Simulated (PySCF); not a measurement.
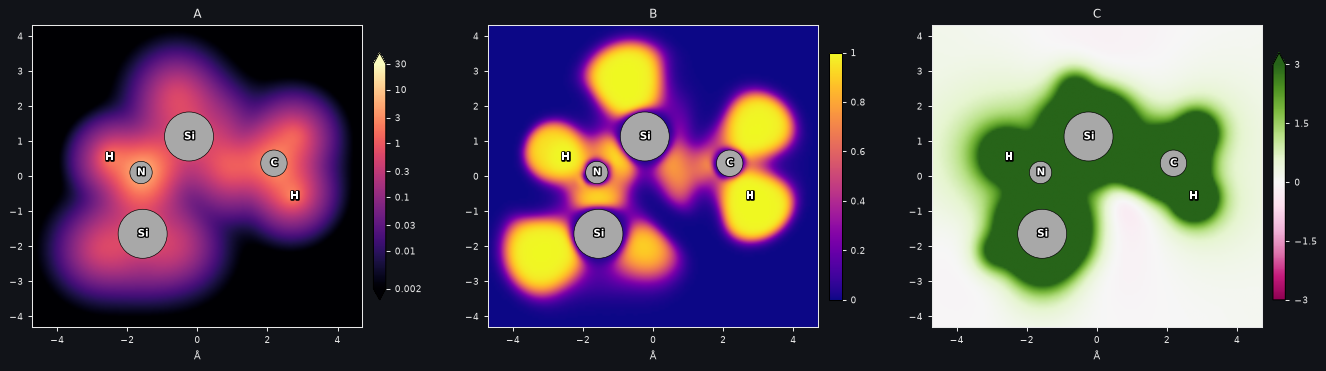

C$_{2}$H$_{9}$NO$_{2}$Si$_{2}$: 3 fields on the plane of atoms Si1, N2 and Si3, with unlabelled colour scales. Grey discs cover the atomic cores.

Geometry: PBE0-D3(BJ)/def2-SVP.

Method: PBE0/pcSseg-1, SCF density, gas phase, non-relativistic in PySCF 2.14.0.

```xyz
16

Si    2.4090    0.1411    0.7375
N     1.5821   -0.6291   -0.5987
Si   -0.1102   -0.8614   -0.7162
O    -0.7056   -0.9515    0.8496
C    -1.8297   -0.1068    0.9957
C    -1.7020    1.0030   -0.0583
O    -1.0656    0.4350   -1.1843
H     2.6740   -0.7815    1.8831
H     1.5887    1.2849    1.2320
H     3.7228    0.6506    0.2393
H     2.1615   -1.0572   -1.3142
H    -0.3761   -2.0032   -1.6223
H    -2.7580   -0.6876    0.8415
H    -1.8518    0.3033    2.0177
H    -2.6870    1.4012   -0.3497
H    -1.0984    1.8428    0.3338
```

### Which field does each panel show? The fields are: electron density, electron localisation function and electrostatic potential.

Panel A: electron density. Panel B: electron localisation function. Panel C: electrostatic potential (strongly positive close to the atoms and fading to about zero outside). From the grid: Si–N (1.71 Å): ρ at the midpoint is about 1.1 e/Å³; the ELF peaks at about 0.90 between the atoms, as expected for a polar covalent bond.
